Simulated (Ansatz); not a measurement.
**Profile along the C–C line in C (diamond)**

C (diamond), conventional cell a = b = c = 3.572 Å, α = β = γ = 90.00°. The calculation uses the primitive cell of 2 atoms, to which meshes and values per cell refer.

Fields along a shortest C–C line of a {110} plane (1.55 Å), from C to C, interpolated on the slice's grid (step about 0.1 Å). Method: PBE (plane waves to 420 eV, PAW, scalar-relativistic; Ansatz, a program for electronic structure). k mesh 16×16×16. Near the nuclei the fields are pseudised (PAW); where an atom keeps semicore shells as valence, they peak there. C was relaxed with its symmetry unable to fall. The PAW data are Ansatz's earlier set.

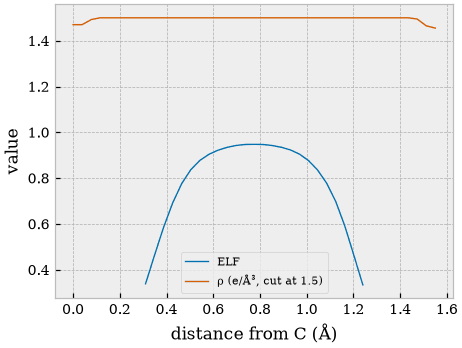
*ELF (away from the nuclei) and valence density from C to C.*

Density on the C–C line (1.55 Å) at its midpoint: 1.62 e/Å³. ELF at that point: 0.9. ELF maximum in the middle third of the C–C line: 0.95, 0.8 Å from C.
